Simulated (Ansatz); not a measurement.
# Abstraction of F: C2HF5O + CH3O → C2HF4O + CH3FO

Species: C2HF5O ((difluoromethoxy)(trifluoro)methane) `FC(F)OC(F)(F)F`, singlet; CH3O (hydroxymethyl radical) `[CH2]O`, doublet; C2HF4O `F[C](F)OC(F)F`, doublet; CH3FO `OCF`, singlet. A radical takes F: the energy is the difference in strength between two C–F bonds in different surroundings.

Shapes, held fixed at every level: PBE0-D4/def2-TZVP. Flexible molecules stand in one conformer, not always the lowest. Programs: Ansatz 0.2.0. Electronic energies: no zero-point or thermal term.

```csv
level,kind,ΔE (kJ/mol),less CCSD(T)/CBS estimate
HF/def2-TZVPP,Hartree–Fock,+40.6,-3.4
B3LYP-D4/def2-TZVPP,global hybrid,+35.4,-8.6
PBE0-D4/def2-TZVPP,global hybrid,+39.3,-4.7
wB97X-V/def2-TZVPP,range-separated hybrid,+43.3,-0.7
B2PLYP/def2-TZVPP,double hybrid,+37.3,-6.7
CCSD(T)/def2-TZVPP,coupled cluster or CI,+45.1,+1.1
CCSD/def2-TZVPP,coupled cluster or CI,+45.4,+1.4
CCSD(T)/CBS estimate,coupled cluster or CI,+44.0,0.0
```

The highest level, CCSD(T)/CBS estimate, gives ΔE = +44.0 kJ/mol; the levels span +35.4 to +45.4. The column of differences is taken from that level and isn't an error. No measured value is set beside it here. Open shells run unrestricted. The CBS estimate extrapolates MP2 from def2-TZVPP and def2-QZVPP and adds CCSD(T) − MP2 in the triple-zeta set, cores frozen.

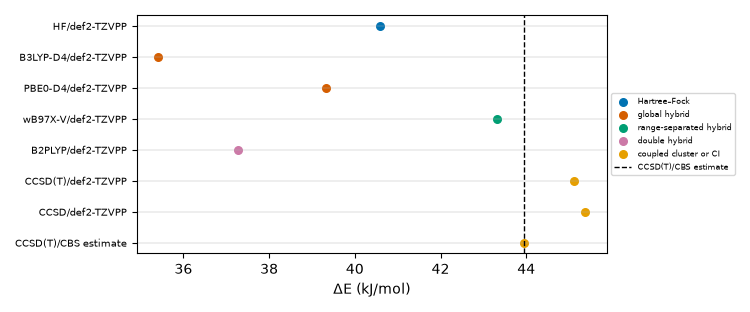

The values of the table, level by level.
